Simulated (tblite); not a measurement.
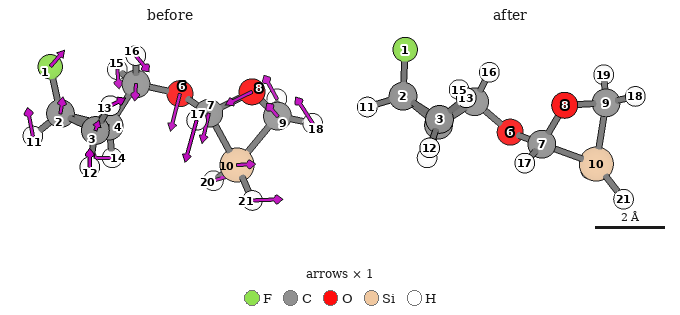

The structure of C$_{6}$H$_{11}$FO$_{2}$Si before (left) and after (right) a relaxation, at one scale. The purple arrows give the displacements, at their true length.

Style: ball-and-stick. Shown at a tilt.

The calculation used tblite 0.8.0, GFN2-xTB geometry optimisation, gas phase. 

> Describe what moved and what it gained.

An H atom moves most after the best rigid fit: 1.36 Å. Largest moves by element: H 1.36 Å, O 1.19 Å, C 0.95 Å, Si 0.68 Å, F 0.66 Å. Some distances before and after: C–Si 1.853 → 1.924 Å, C–Si 1.880 → 1.924 Å, C–O 1.376 → 1.417 Å, C–O 1.400 → 1.440 Å. Bond angles that change, for instance: Si–C–H 112.1° → 125.4°, O–C–H 120.2° → 110.9°, F–C–H 116.9° → 109.6°. Groups turn about C–O by about 70°. The energy falls by 0.887 eV in 171 geometry steps. The run took 2.6 s on 1 thread of Arm Neoverse N1, on a shared host.
